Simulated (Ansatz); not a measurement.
The parent structure is SrTiO3 in the cubic perovskite structure (space group Pm-3m, No. 221; a = 3.8914 Å).

It is then changed as follows: an isotropic linear strain of +5.82 %; the atoms relax in the strained cell.

Computed with PBEsol, PAW, 420 eV (Ansatz, a first-principles code; spin-orbit coupling left out), earlier PAW set.

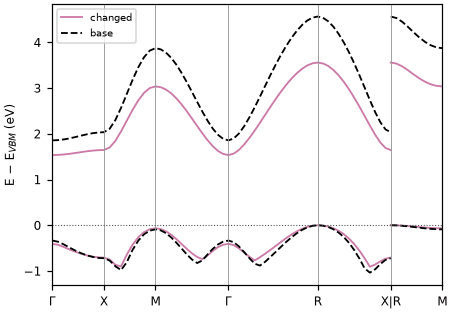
Figure: Highest valence and lowest conduction band along the path, each from its own valence-band maximum

The gap is 1.54 eV, indirect, R → Γ; the base has 1.86 eV.

Whether these cells are dynamically stable was not tested. All final runs are without spin polarisation. Many cubic perovskites are stable only at high temperature; tilts and polar distortions were not tested.
